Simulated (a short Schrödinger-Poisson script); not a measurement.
Stack: gated Al0.3Ga0.7N/GaN polarisation-induced gas, at 300 K.

```csv
layer,material,thickness (nm),Na (cm⁻³)
1,Al0.3Ga0.7N,15,-
2,GaN,6000,7e14
```

Constants are typed, rounded textbook-type inputs, not results; the design itself was drawn at random and stands for no fabricated device. Al0.3Ga0.7N: permittivity 9.32, conduction-band edge (eV) 0.414, gap (eV) 4.021, electron mass (mₑ) 0.236, Nv at 300 K (cm⁻³) 4.6e19. GaN: permittivity 9.5, conduction-band edge (eV) 0, gap (eV) 3.43, Nv at 300 K (cm⁻³) 4.6e19.

Channel valleys (confinement mass, in-plane density-of-states mass, number): Γ 0.2, 0.2, 1. At the gate the conduction-band edge of layer 1 lies 1.23 eV − eVg above the Fermi level of the channel; the field vanishes at the back. Sheet of polarisation charge: +1.5e13 e/cm² at 15 nm from the gate. The barrier under the gate holds no holes. Gaps are held at their typed values at every temperature. Mesh 0.08 nm at interfaces.

Solved with a short Schrödinger-Poisson script written for these runs: 1D Poisson equation in equilibrium, electrons quantum, Hartree (BenDaniel-Duke, 40 states a valley, the channel's in-plane mass for all, wave functions free to enter the barrier), parabolic valleys, classical holes, full ionisation, no traps, pinning or gate leakage.

Only gate voltages with over 1e8 electrons/cm² are shown.

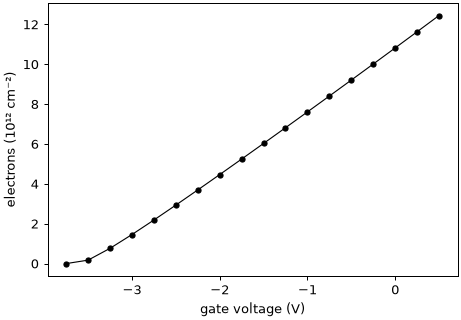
Sheet density against gate voltage

```tsv
Vg (V)	electrons (cm⁻²)	in the channel layer	C (μF/cm²)	Γ E0 (meV)	Γ E1 (meV)
0.5	1.24e13	1.12e13	0.525	-128.3	5.5
0.25	1.16e13	1.06e13	0.522	-120.1	8.6
0	1.08e13	9.94e12	0.519	-111.8	11.7
-0.25	1.00e13	9.28e12	0.517	-103.4	14.8
-0.5	9.21e12	8.60e12	0.514	-94.9	17.9
-0.75	8.41e12	7.91e12	0.512	-86.2	21.0
-1	7.61e12	7.21e12	0.510	-77.5	24.1
-1.25	6.82e12	6.50e12	0.507	-68.6	27.3
-1.5	6.03e12	5.79e12	0.504	-59.4	30.7
-1.75	5.24e12	5.06e12	0.501	-50.0	34.1
-2	4.47e12	4.34e12	0.497	-40.2	37.8
-2.25	3.69e12	3.61e12	0.491	-29.8	41.8
-2.5	2.93e12	2.88e12	0.484	-18.4	46.4
-2.75	2.19e12	2.15e12	0.474	-5.4	52.0
-3	1.46e12	1.44e12	0.458	10.6	59.6
-3.25	7.65e11	7.61e11	0.424	33.3	72.3
-3.5	1.73e11	1.73e11	0.305	79.7	105.8
-3.75	1.63e8	1.63e8	0.00502	264.6	284.4
```

Subbands count from the Fermi level.
